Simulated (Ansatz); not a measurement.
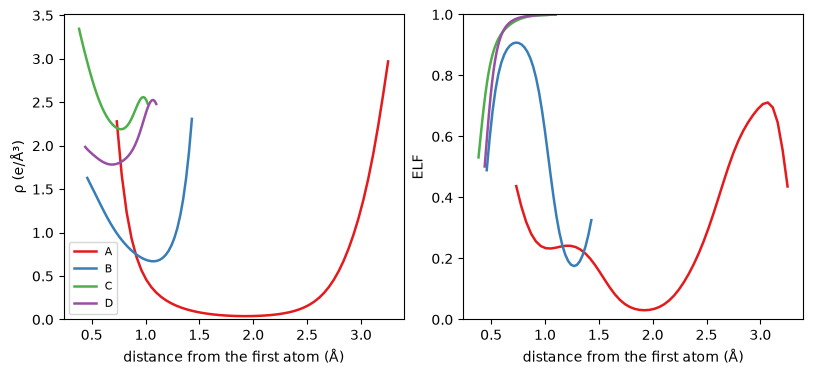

*CH6Sn···NH3. Electron density and electron localisation function along straight lines between neighbouring atoms. The curves leave out the atomic cores.*

Core potentials replace the inner electrons of Sn.

Theory: RKS r2SCAN-D4/def2-SVP (Ansatz 0.2.0).

```xyz
12

Sn   -1.2736    0.2101   -0.6333
N     0.8568   -0.6835    2.2118
H    -2.3792    0.6533   -1.8707
H    -1.5401    1.2271    0.7215
H    -1.5867   -1.4156   -0.1851
H     1.2680    0.0742    1.6662
C     0.7391    0.4130   -1.3875
H     0.7225   -1.4634    1.5675
H    -0.0773   -0.3687    2.4748
H     1.0865    1.4477   -1.2496
H     1.4201   -0.2665   -0.8551
H     0.7641    0.1720   -2.4603
```

> Which curve belongs to which contact (C–H, C–Sn, N–H and Sn–N)? The first atom named is at distance zero.

Curve A: Sn1···N2 (3.66 Å): the density falls to about 0.04 e/Å³ on the way; the ELF dips to about 0.05 between them: a non-bonded, intermolecular contact. Curve B: C–Sn (2.16 Å): the density is about 0.67 e/Å³ at the midpoint; the ELF peaks at about 0.90 in the valence shell of C, 0.7 Å from its nucleus, and drops to about 0.20 between the two atoms. Curve C: N–H (1.02 Å): ρ is about 2.7 e/Å³ halfway; the ELF climbs to about 1 towards the hydrogen, as it does in any bond to H; an ordinary covalent bond to hydrogen. Curve D: C–H (1.10 Å): ρ is about 1.9 e/Å³ halfway; the ELF climbs to about 1 towards the hydrogen: an ordinary covalent bond to hydrogen.
